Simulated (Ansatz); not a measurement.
**Geometry relaxation of CH₅BrOSi (part 2 of 2)**

The same run, continued: CH₅BrOSi; RKS PBE-D4/def2-SVP (Ansatz 0.2.0). The input holds or restrains some coordinates. It belongs to a series of runs on one base structure; here: pulled along the bonds that form and break, towards end B.

Geometry of the input (Å):
```
Si -0.2958  1.0046  0.4682
Br -0.0078  1.0885  -2.2092
O  -0.8802  -0.4271  0.7384
C  0.1479  -1.1084  0.0881
H  0.3662  -0.5796  -1.1713
H  -1.2991  2.0179  0.6889
H  1.0782  1.2869  0.8305
H  1.0773  -1.1484  0.6512
H  -0.1869  -2.1344  -0.0848
```

### Trajectory as extended XYZ, continued
```
9
Properties=species:S:1:pos:R:3:forces:R:3 step=3 energy=-81054.20556
Si   -0.2954    0.9325    0.7080    0.4130   3.8149  -2.7235
Br    0.0534    0.9862   -2.4494   -0.1370   0.3229   0.7306
O    -0.9496   -0.4656    0.8023   -4.0280  -1.0685   3.2501
C     0.1064   -1.1266    0.2823    2.2701  -3.1388  -5.5429
H     0.3757   -0.3543   -1.4890   -0.2843  -0.5602   1.8292
H    -1.3032    2.0248    0.6973   -0.0364   0.1399   0.2894
H     1.0993    1.2864    0.8429    0.8483   0.2777   0.4437
H     1.0986   -1.1468    0.6871    0.8091   0.0032   1.5955
H    -0.1854   -2.1367   -0.0814    0.1451   0.2089   0.1280
9
Properties=species:S:1:pos:R:3:forces:R:3 step=4 energy=-81053.84469
Si   -0.2918    0.8711    0.7969    1.3223   3.5880  -3.3583
Br    0.0853    0.9580   -2.5978    0.0711  -0.1945   0.2401
O    -1.0147   -0.4950    0.8853   -4.5038  -2.5107   4.8082
C     0.0879   -1.1209    0.3502    2.4032  -1.5578  -4.7224
H     0.3779   -0.2507   -1.6540   -0.2772   0.2985   0.6064
H    -1.2917    2.0141    0.7049    0.2974  -0.2742   0.0415
H     1.1143    1.2905    0.8551    0.5051   0.1972   0.9254
H     1.1110   -1.1472    0.7371    0.0702  -0.1504   1.7169
H    -0.1784   -2.1199   -0.0777    0.1118   0.6038  -0.2578
9
Properties=species:S:1:pos:R:3:forces:R:3 step=5 energy=-81054.96429
Si   -0.2830    0.8143    0.7813    0.7253   1.8884  -2.9841
Br    0.1108    0.9420   -2.7390    0.1338  -0.3238   0.2107
O    -1.0665   -0.5523    1.0642   -1.4634  -2.0916   3.7175
C     0.0798   -1.0815    0.3550    0.6517  -0.1338  -2.5078
H     0.3788   -0.1697   -1.7664   -0.2500   0.4339   0.0630
H    -1.2729    1.9924    0.6992    0.4079  -0.5563  -0.2113
H     1.1252    1.2937    0.9024    0.1478   0.1554   0.9724
H     1.1007   -1.1587    0.8003   -0.3729  -0.2598   1.1554
H    -0.1730   -2.0803   -0.0972    0.0197   0.8876  -0.4157
9
Properties=species:S:1:pos:R:3:forces:R:3 step=6 energy=-81055.85241
Si   -0.2757    0.7745    0.7206    0.0248   0.7258  -1.2355
Br    0.1318    0.9337   -2.8392    0.1451  -0.4154   0.3599
O    -1.0482   -0.6074    1.2500    0.5923  -0.4873   1.5144
C     0.0664   -1.0377    0.3378    0.0799  -0.4200  -0.2185
H     0.3752   -0.1241   -1.8204   -0.2204   0.4891  -0.2500
H    -1.2554    1.9549    0.6732    0.2536  -0.5804  -0.4745
H     1.1203    1.3071    0.9644   -0.2055   0.0227   0.6395
H     1.0690   -1.1805    0.8477   -0.5046  -0.1177   0.2197
H    -0.1836   -2.0205   -0.1342   -0.1653   0.7833  -0.5551
9
Properties=species:S:1:pos:R:3:forces:R:3 step=7 energy=-81056.31272
Si   -0.2662    0.7669    0.6943    0.0063   0.1107  -0.1179
Br    0.1525    0.9220   -2.8818    0.1500  -0.5135   0.4901
O    -0.9482   -0.6184    1.4176    0.8712  -0.0121  -0.0408
C     0.0549   -1.0351    0.3454   -0.0393  -0.1456   0.8041
H     0.3590   -0.1020   -1.8171   -0.2013   0.5781  -0.4454
H    -1.2629    1.9030    0.5731    0.0819  -0.4588  -0.4838
H     1.0956    1.3352    1.0477   -0.2914  -0.0088   0.3110
H     1.0499   -1.2225    0.8398   -0.2270  -0.1362  -0.2455
H    -0.2348   -1.9491   -0.2190   -0.3503   0.5862  -0.2716
9
Properties=species:S:1:pos:R:3:forces:R:3 step=8 energy=-81056.64295
Si   -0.2360    0.7665    0.7036   -0.0421   0.0196   0.1808
Br    0.1693    0.9111   -2.8890    0.1275  -0.5056   0.4933
O    -0.8287   -0.6146    1.5333    0.5906  -0.0026  -0.5666
C     0.0548   -1.0392    0.3766   -0.0318  -0.0976   0.6851
H     0.3256   -0.0748   -1.7828   -0.1553   0.5680  -0.4890
H    -1.2851    1.8157    0.4019    0.1823  -0.4421  -0.2653
H     1.0698    1.3843    1.1565   -0.2877   0.0238   0.0923
H     1.0683   -1.2941    0.7845   -0.2015  -0.1710  -0.3311
H    -0.3384   -1.8548   -0.2846   -0.1821   0.6076   0.2004
9
Properties=species:S:1:pos:R:3:forces:R:3 step=9 energy=-81056.86746
Si   -0.2011    0.7630    0.7062    0.0080   0.0509   0.1680
Br    0.2085    0.9131   -2.8833    0.0944  -0.4530   0.4609
O    -0.6819   -0.5981    1.6145    0.1543  -0.2502  -0.4658
C     0.0632   -1.0512    0.3955   -0.0539   0.0656   0.5345
H     0.3049   -0.0252   -1.7323   -0.0989   0.5038  -0.4799
H    -1.2850    1.6913    0.2460    0.0386  -0.2513  -0.1416
H     0.9942    1.4875    1.2432   -0.0032   0.0539  -0.0486
H     1.0776   -1.4139    0.6787   -0.0958  -0.0857  -0.2116
H    -0.4805   -1.7665   -0.2683   -0.0433   0.3661   0.1841
9
Properties=species:S:1:pos:R:3:forces:R:3 step=10 energy=-81056.92500
Si   -0.1769    0.7450    0.6865   -0.0279   0.0882   0.1763
Br    0.2490    0.9276   -2.8972    0.0305  -0.4493   0.6366
O    -0.6349   -0.6072    1.6335    0.0845  -0.0016  -0.3156
C     0.0722   -1.0794    0.4243   -0.1304  -0.0116   0.2946
H     0.2302    0.1211   -1.6289   -0.0034   0.4332  -0.6480
H    -1.2764    1.6053    0.1330    0.0723  -0.2409  -0.0024
H     0.9890    1.5270    1.2120   -0.0427  -0.0163  -0.0584
H     1.0757   -1.4892    0.6697   -0.0253  -0.0300  -0.1729
H    -0.5282   -1.7502   -0.2329    0.0424   0.2283   0.0898
9
Properties=species:S:1:pos:R:3:forces:R:3 step=11 energy=-81056.96965
Si   -0.1867    0.7514    0.7084    0.0417  -0.1702  -0.0836
Br    0.4044    0.8869   -2.8524   -0.0315  -0.2331   0.3487
O    -0.5247   -0.6021    1.6960   -0.0222  -0.2042   0.0261
C     0.0441   -1.0807    0.4409    0.0504   0.4674  -0.1455
H     0.2306    0.1460   -1.5760    0.0642   0.2265  -0.3637
H    -1.3634    1.4752    0.1544   -0.0514   0.0353   0.0275
H     0.9712    1.5871    1.1282    0.0394   0.0762   0.0120
H     1.0635   -1.5065    0.5118    0.0138  -0.0936   0.0913
H    -0.6392   -1.6573   -0.2113   -0.1045  -0.1044   0.0871
9
Properties=species:S:1:pos:R:3:forces:R:3 step=12 energy=-81056.97684
Si   -0.1958    0.7517    0.6908   -0.0234  -0.2413   0.1189
Br    0.4690    0.9032   -2.8559   -0.0542  -0.2413   0.4214
O    -0.4737   -0.6066    1.7047    0.0019   0.1525  -0.0387
C     0.0369   -1.0783    0.4222   -0.0305   0.0479   0.0987
H     0.2699    0.1831   -1.5657    0.0757   0.2138  -0.4279
H    -1.4159    1.4561    0.2015    0.0016   0.0089   0.0015
H     0.9584    1.6199    1.0671    0.0027   0.0059  -0.0304
H     1.0425   -1.5423    0.4857    0.0233   0.0391  -0.0715
H    -0.6916   -1.6868   -0.1504    0.0028   0.0145  -0.0719
9
Properties=species:S:1:pos:R:3:forces:R:3 step=13 energy=-81056.98052
Si   -0.2125    0.7472    0.6923    0.0080  -0.1344   0.0023
Br    0.5195    0.9100   -2.8401   -0.0653  -0.2571   0.4353
O    -0.4417   -0.6018    1.7219   -0.0005  -0.0012   0.0276
C     0.0208   -1.0845    0.4261   -0.0237   0.1573  -0.0404
H     0.3047    0.1755   -1.5590    0.0764   0.2360  -0.4289
H    -1.4515    1.4454    0.2423   -0.0069  -0.0048   0.0030
H     0.9491    1.6294    1.0098    0.0024  -0.0087  -0.0086
H     1.0358   -1.5318    0.4377   -0.0050   0.0016  -0.0028
H    -0.7244   -1.6894   -0.1310    0.0145   0.0113   0.0124
```

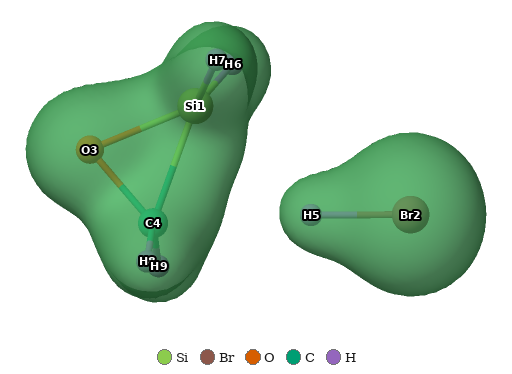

Isosurface of the electron density at 0.3 e/Å³ (green), seen face on. At this value the surface falls into two separate pieces. It is pinched off along the Si···H (2.38 Å) contacts. On the grid the lowest density along these lines, outside the cores, is 0.16 e/Å³ (Si···H, 2.38 Å), 1.6 e/Å³ (C–O, 1.46 Å), 0.79 e/Å³ (Si–O, 1.71 Å) and 0.7 e/Å³ (C–Si, 1.87 Å).

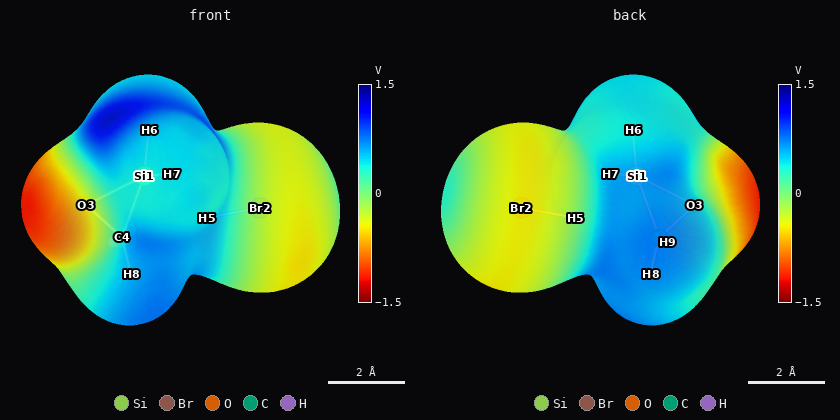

The electrostatic potential painted on the density surface at 0.001 e/bohr³, seen at a tilt and from behind; the colour scale runs from red (negative) to blue (positive).

### Results in brief

| quantity | value |
| --- | --- |
| outcome | converged under the restraints of the input |
| total energy | −81056.9806 eV |
| mean-field energy | −81056.8090 eV |
| largest force (length of the vector) at the end, held atoms and coordinates included | 0.510 eV/Å |
| wall time | 23 s (CPU time 45 s) |
| peak memory | 0.15 GiB |
